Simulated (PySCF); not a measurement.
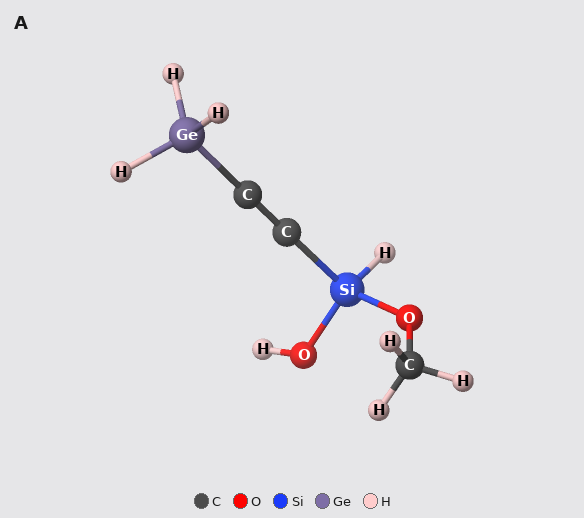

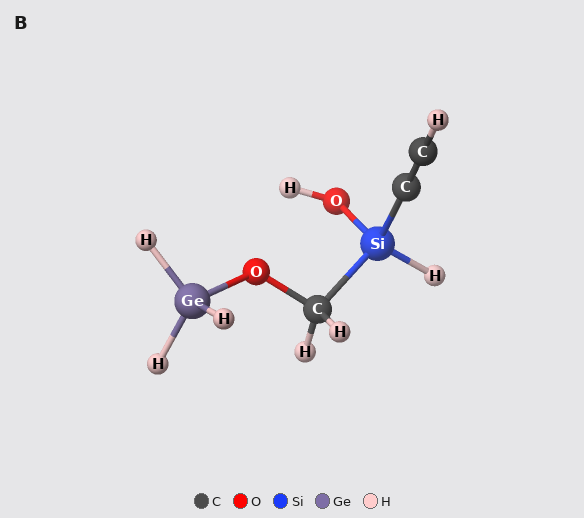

2 stationary structures of one formula. Geometries: GFN2-xTB. Electronic energies: ωB97X-D/def2-SVPD (PySCF 2.14.0), without zero-point energy. No frequency run is at hand to confirm each as a minimum. Each is one conformer, not always the lowest.

How are they related?

Answer. They are constitutional isomers of C3H8GeO2Si: A `CO[Si@@H](O)C#[C][GeH3]`, B `C#C[Si@H](O)C[O][GeH3]`.

Rank them by energy, lowest first.

Answer. A is lowest; B lies 107.2 kJ/mol above it.

The geometry is semi-empirical. Around Ge, Si such bond lengths and angles can be off by a tenth of an ångström or more and by several degrees, and values that hang on the shape move with them.
